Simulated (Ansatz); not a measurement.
**CH6B2O (SMILES BB(C)O): CCSD/def2-SVP**

What is the vertical singlet–triplet gap of CH6B2O at CCSD/def2-SVP? 

The results are computed with Ansatz 0.2.0.

69 further runs of the same task are left out: 69 set aside as unsound or not needed.

### 1 The structure to begin with

The species is CH6B2O (10 atoms), meant as a singlet with charge 0. SMILES: `BB(C)O`. Geometry: relaxed at PBE0-D4/def2-TZVP. This is one conformer, not always the lowest.

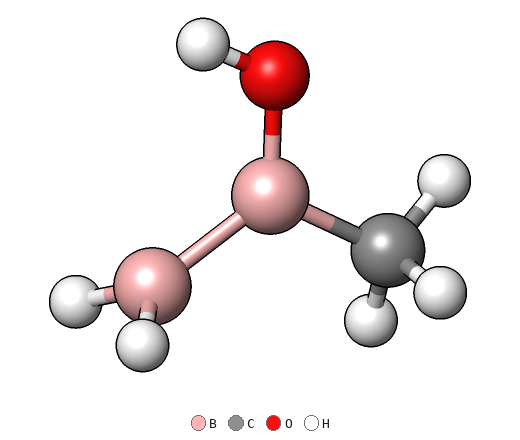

Viewed from a chosen angle; boron pink, carbon grey, oxygen red, hydrogen white.

### 2 The energy at CCSD/def2-SVP

Input file input.yaml:

```yaml
crystal:
  periodic: [false, false, false]
  atoms:
    - {symbol: B, position_ang: [-1.157400, 0.826800, -0.622100]}
    - {symbol: B, position_ang: [0.289400, 0.045900, -0.271000]}
    - {symbol: C, position_ang: [0.377300, -0.834700, 1.032200]}
    - {symbol: O, position_ang: [1.432600, 0.117800, -1.017900]}
    - {symbol: H, position_ang: [-2.010400, 0.312100, -1.292200]}
    - {symbol: H, position_ang: [-1.440400, 1.898900, -0.162200]}
    - {symbol: H, position_ang: [-0.546500, -1.371000, 1.265900]}
    - {symbol: H, position_ang: [1.200400, -1.552500, 0.975700]}
    - {symbol: H, position_ang: [0.572700, -0.174500, 1.886700]}
    - {symbol: H, position_ang: [1.365300, 0.679800, -1.792300]}
basis:
  gaussian: {orbitals: def2-SVP}
correlation: {method: ccsd, frozen_orbitals: {B: 1, C: 1, H: 0, O: 1}}
accuracy: high
scf: {omitted_lower_state_checks: [cluster_reference, increment]}
```

The run is started by

```
$ ansatz run input.yaml --threads 1 --pin off --max-ram 3480MiB --events-out events.jsonl --progress --plain --runs-dir runs
```

The program printed:

```text
Warning: RAYON_NUM_THREADS=1 ignored (pool sized by the plan → 1); use --threads N
Functional definition: HF
  name "HF"
  exchange = exact_x
  correlation = 0
these checks for a lower state are left out or cut short: cluster_reference, increment
2073 factors; integrals over basis functions are off by at most 3.2e-9 eV
mean field evaluation 1: about -4500.0633 eV, gradient 3.5e1 eV
mean field evaluation 2: about -4500.0653 eV, gradient 3.5e1 eV
mean field evaluation 4: about -4503.1403 eV, gradient 3.6e0 eV
mean field evaluation 8: about -4503.1857 eV, gradient 2.0e-4 eV
mean field -4503.18568467 eV, -165.4890215426 hartree, gradient 1.7e-8 eV, S^2 0.000000; 0 other end points of the search recorded, 0 dependent functions left out
4 core orbitals not correlated: weight in the atoms' cores, before any rotation towards them, 1.000 or more for the frozen orbitals, at most 0.000 for the correlated occupied ones
reference -4503.18568467 eV, -165.4890215426 hartree; 11, 11 occupied and 71, 71 virtual orbitals, 2073 factors
second order -13.46193789 eV of doubles, -0.00000000 eV of singles
cycle   1  -14.28416198 eV  change   -8.2e-1 eV  update   8.7e-2
cycle   2  -14.66670870 eV  change   -3.8e-1 eV  update   2.6e-2
cycle   3  -14.75951082 eV  change   -9.3e-2 eV  update   1.5e-2
cycle   4  -14.75739702 eV  change    2.1e-3 eV  update   4.1e-3
cycle   5  -14.75585508 eV  change    1.5e-3 eV  update   1.7e-3
cycle   6  -14.75592922 eV  change   -7.4e-5 eV  update   6.1e-4
cycle   7  -14.75576255 eV  change    1.7e-4 eV  update   1.9e-4
cycle   8  -14.75571259 eV  change    5.0e-5 eV  update   8.2e-5
cycle   9  -14.75573136 eV  change   -1.9e-5 eV  update   4.4e-5
cycle  10  -14.75572372 eV  change    7.6e-6 eV  update   2.1e-5
cycle  11  -14.75572581 eV  change   -2.1e-6 eV  update   1.0e-5
cycle  12  -14.75573258 eV  change   -6.8e-6 eV  update   3.0e-6
cycle  13  -14.75573448 eV  change   -1.9e-6 eV  update   1.1e-6
cycle  14  -14.75573498 eV  change   -5.0e-7 eV  update   3.9e-7
cycle  15  -14.75573493 eV  change    4.8e-8 eV  update   1.4e-7
cycle  16  -14.75573484 eV  change    9.2e-8 eV  update   6.7e-8
cycle  17  -14.75573483 eV  change    9.7e-9 eV  update   3.3e-8
cycle  18  -14.75573483 eV  change   -5.4e-9 eV  update   2.2e-8
cycle  19  -14.75573447 eV  change    3.6e-7 eV  update   1.1e-7
cycle  20  -14.75573447 eV  change    7.7e-9 eV  update   2.6e-8
cycle  21  -14.75573444 eV  change    2.1e-8 eV  update   8.9e-9
cycle  22  -14.75573445 eV  change   -2.2e-9 eV  update   2.9e-9
cycle  23  -14.75573445 eV  change  -7.3e-11 eV  update   1.1e-9
Total energy: -4517.94141911 eV, -166.0312847817 hartree
Checks for a lower state left out: cluster_reference, increment
```

Wall time 15 s (1 thread of Arm Neoverse V2, shared host); peak memory 0.54 GiB.

### 3 The triplet

Input file in.yaml:

```yaml
crystal:
  periodic: [false, false, false]
  atoms:
    - {symbol: B, position_ang: [-1.157400, 0.826800, -0.622100]}
    - {symbol: B, position_ang: [0.289400, 0.045900, -0.271000]}
    - {symbol: C, position_ang: [0.377300, -0.834700, 1.032200]}
    - {symbol: O, position_ang: [1.432600, 0.117800, -1.017900]}
    - {symbol: H, position_ang: [-2.010400, 0.312100, -1.292200]}
    - {symbol: H, position_ang: [-1.440400, 1.898900, -0.162200]}
    - {symbol: H, position_ang: [-0.546500, -1.371000, 1.265900]}
    - {symbol: H, position_ang: [1.200400, -1.552500, 0.975700]}
    - {symbol: H, position_ang: [0.572700, -0.174500, 1.886700]}
    - {symbol: H, position_ang: [1.365300, 0.679800, -1.792300]}
basis:
  gaussian:
    orbitals: def2-SVP
scf:
  omitted_lower_state_checks: [cluster_reference, increment]
accuracy: high
magnetization:
  spin_polarized: true
  initial_magnetization: 2
correlation:
  method: ccsd
  frozen_orbitals: {B: 1, C: 1, H: 0, O: 1}
```

The run is started by

```
$ ansatz run in.yaml --threads 1 --pin off --max-ram 3480MiB --events-out events.jsonl --progress --plain --runs-dir runs
```

The program printed:

```text
Warning: RAYON_NUM_THREADS=1 ignored (pool sized by the plan → 1); use --threads N
[... 4 set-up lines as earlier in the session ...]
these checks for a lower state are left out or cut short: cluster_reference, increment
2073 factors; integrals over basis functions are off by at most 3.2e-9 eV
mean field evaluation 1: about -4496.3602 eV, gradient 2.2e1 eV
mean field evaluation 2: about -4496.4374 eV, gradient 2.3e1 eV
mean field evaluation 4: about -4499.3652 eV, gradient 3.8e0 eV
mean field evaluation 8: about -4499.5676 eV, gradient 3.5e-1 eV
mean field evaluation 16: about -4499.5713 eV, gradient 5.5e-7 eV
mean field evaluation 32: about -4499.2691 eV, gradient 3.7e0 eV
mean field -4499.57133170 eV, -165.3561965209 hartree, gradient 2.8e-8 eV, S^2 2.013759; 1 other end points of the search recorded, 0 dependent functions left out
4 core orbitals not correlated: weight in the atoms' cores, before any rotation towards them, 1.000 or more for the frozen orbitals, at most 0.000 for the correlated occupied ones
reference -4499.57133170 eV, -165.3561965209 hartree; 12, 10 occupied and 70, 72 virtual orbitals, 2073 factors
second order -13.35476654 eV of doubles, -0.00000000 eV of singles
cycle   1  -14.10270693 eV  change   -7.5e-1 eV  update   1.0e-1
cycle   2  -14.50968723 eV  change   -4.1e-1 eV  update   3.4e-2
cycle   3  -14.64338411 eV  change   -1.3e-1 eV  update   2.3e-2
cycle   4  -14.64583063 eV  change   -2.4e-3 eV  update   8.7e-3
cycle   5  -14.64230565 eV  change    3.5e-3 eV  update   3.7e-3
cycle   6  -14.64313832 eV  change   -8.3e-4 eV  update   1.4e-3
cycle   7  -14.64315530 eV  change   -1.7e-5 eV  update   5.7e-4
cycle   8  -14.64332291 eV  change   -1.7e-4 eV  update   2.2e-4
cycle   9  -14.64339424 eV  change   -7.1e-5 eV  update   9.2e-5
cycle  10  -14.64334152 eV  change    5.3e-5 eV  update   4.2e-5
cycle  11  -14.64336464 eV  change   -2.3e-5 eV  update   2.4e-5
cycle  12  -14.64336540 eV  change   -7.6e-7 eV  update   1.5e-5
cycle  13  -14.64336965 eV  change   -4.3e-6 eV  update   1.0e-5
cycle  14  -14.64336384 eV  change    5.8e-6 eV  update   7.2e-6
cycle  15  -14.64336037 eV  change    3.5e-6 eV  update   3.9e-6
cycle  16  -14.64336084 eV  change   -4.7e-7 eV  update   2.0e-6
cycle  17  -14.64336208 eV  change   -1.2e-6 eV  update   1.1e-6
cycle  18  -14.64336226 eV  change   -1.9e-7 eV  update   5.3e-7
cycle  19  -14.64336218 eV  change    8.0e-8 eV  update   2.6e-7
cycle  20  -14.64336212 eV  change    6.2e-8 eV  update   1.1e-7
cycle  21  -14.64336209 eV  change    2.8e-8 eV  update   5.9e-8
cycle  22  -14.64336209 eV  change   2.8e-10 eV  update   3.7e-8
cycle  23  -14.64336202 eV  change    7.0e-8 eV  update   9.8e-8
cycle  24  -14.64336201 eV  change    1.2e-8 eV  update   2.8e-8
cycle  25  -14.64336201 eV  change   -1.4e-9 eV  update   1.2e-8
cycle  26  -14.64336201 eV  change   -4.0e-9 eV  update   7.4e-9
cycle  27  -14.64336202 eV  change   -2.8e-9 eV  update   4.4e-9
cycle  28  -14.64336202 eV  change  -6.5e-10 eV  update   2.2e-9
Total energy: -4514.21469372 eV, -165.8943301494 hartree
Checks for a lower state left out: cluster_reference, increment
```

Run time: 58 s. Hardware: 1 thread of Arm Neoverse V2, shared host; peak memory 1 GiB.

### 4 What came out

At CCSD/def2-SVP, 4 core orbitals frozen:

| quantity | value |
| --- | --- |
| singlet: total energy | -166.03128 Eh |
| singlet: correlation energy (4 core orbitals frozen) | -542.3 mEh |
| singlet: T1 diagnostic | 0.013 |
| triplet: total energy | -165.89433 Eh |
| triplet: correlation energy (4 core orbitals frozen) | -538.1 mEh |
| triplet: ⟨S²⟩ of the reference determinant | 2.014 |
| triplet: T1 diagnostic | 0.020 |
| vertical energy of the triplet above the singlet | 3.727 eV |

At this shape the triplet lies 3.73 eV (86 kcal/mol) above the singlet.
